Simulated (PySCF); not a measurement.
# C$_{4}$H$_{10}$O$_{2}$Si: what the fields show

```yaml
atoms:
  - { symbol: C, position_ang: [-2.1418, 1.0495, 0.4304] }
  - { symbol: C, position_ang: [-1.5117, -0.2444, -0.0183] }
  - { symbol: O, position_ang: [-0.3197, -0.4450, 0.7142] }
  - { symbol: C, position_ang: [0.3219, -1.6220, 0.4816] }
  - { symbol: C, position_ang: [1.6401, -1.6421, 0.2546] }
  - { symbol: O, position_ang: [2.4346, -0.5597, 0.1747] }
  - { symbol: Si, position_ang: [2.0406, 1.0754, 0.2878] }
  - { symbol: H, position_ang: [-2.3595, 1.0193, 1.5080] }
  - { symbol: H, position_ang: [-1.4669, 1.8968, 0.2399] }
  - { symbol: H, position_ang: [-3.0816, 1.2266, -0.1125] }
  - { symbol: H, position_ang: [-1.2840, -0.2233, -1.1009] }
  - { symbol: H, position_ang: [-2.1968, -1.0969, 0.1555] }
  - { symbol: H, position_ang: [-0.2688, -2.5437, 0.5285] }
  - { symbol: H, position_ang: [2.1708, -2.5908, 0.1388] }
  - { symbol: H, position_ang: [1.0918, 1.5051, -0.7825] }
  - { symbol: H, position_ang: [1.5456, 1.4602, 1.6378] }
  - { symbol: H, position_ang: [3.3513, 1.7432, 0.0461] }
```

Geometry: PBE0-D3(BJ)/def2-SVP.

Theory: PBE0/pcSseg-1, SCF density, gas phase, non-relativistic (PySCF 2.14.0).

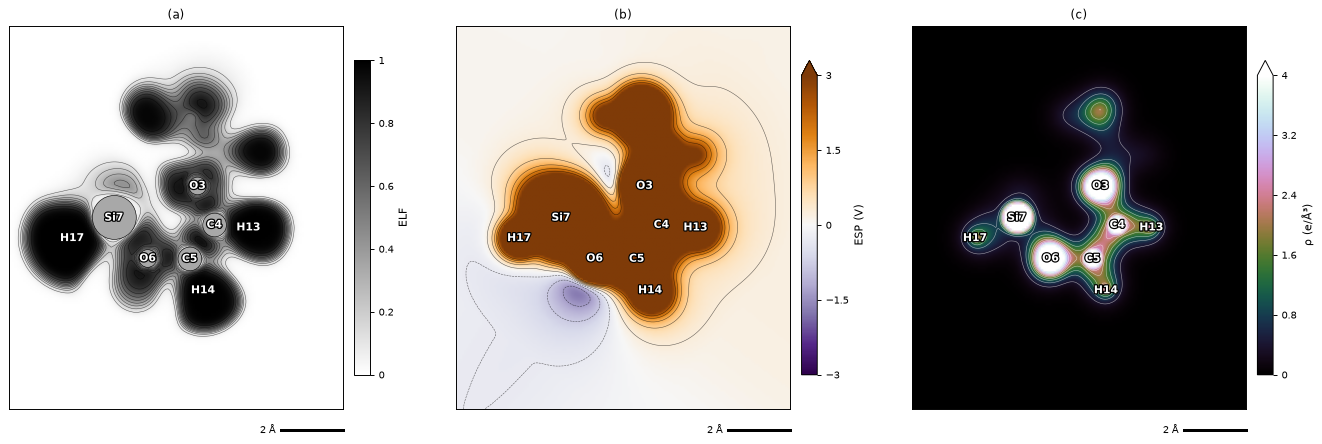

Figure 1. (a) ELF; (b) molecular electrostatic potential; (c) total electron density on the plane of atoms C5, O6 and Si7. Grey discs cover the atomic cores in the ELF map.

**What do the fields say about this system?**

- The plane passes through O, C, Si and H nuclei.
- C–C (1.34 Å): the density is about 2.3 e/Å³ at the midpoint; the ELF peaks at about 0.95 between the atoms: a multiple bond.
- C–O (1.35 Å): the density is about 2.3 e/Å³ at the midpoint, with its minimum of 2 e/Å³ about 0.5 Å from C; the ELF peaks at about 0.85 between the atoms: a shared but strongly polarised pair.
- Si–O (1.69 Å): the density is about 1 e/Å³ at the midpoint; the ELF peaks at about 0.85 between the atoms; a shared but strongly polarised pair.
- C–H (1.09 Å): ρ is about 2 e/Å³ halfway; the ELF climbs to about 1 towards the hydrogen, as it does in any bond to H; an ordinary covalent bond to hydrogen.
- Si–H (1.49 Å): ρ at the midpoint is about 0.8 e/Å³; the ELF climbs to about 1 towards the hydrogen.
- The ELF also peaks beside O6, away from the bonds: lone-pair regions.
- Outside the dense part of the molecule the potential is most negative (−1.7 V) near O6.

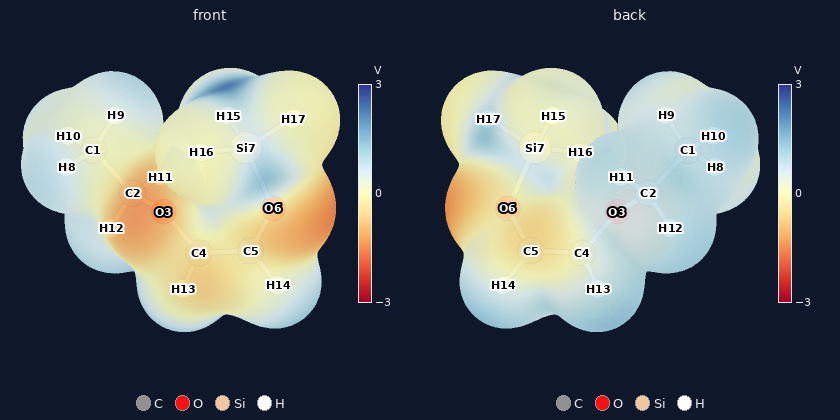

Figure 2. The electrostatic potential painted on the density surface at 0.004 e/bohr³, seen from the front and from behind; the colour scale runs from red (negative) to blue (positive).

**Describe the electrostatic potential map.**

The most negative region (about −1.4 V) lies over O6, the most positive (about +2.0 V) over Si7. O6 is the likeliest acceptor of a hydrogen bond.

**How polar is the molecule by this calculation?**

Its dipole moment is 2.30 D.
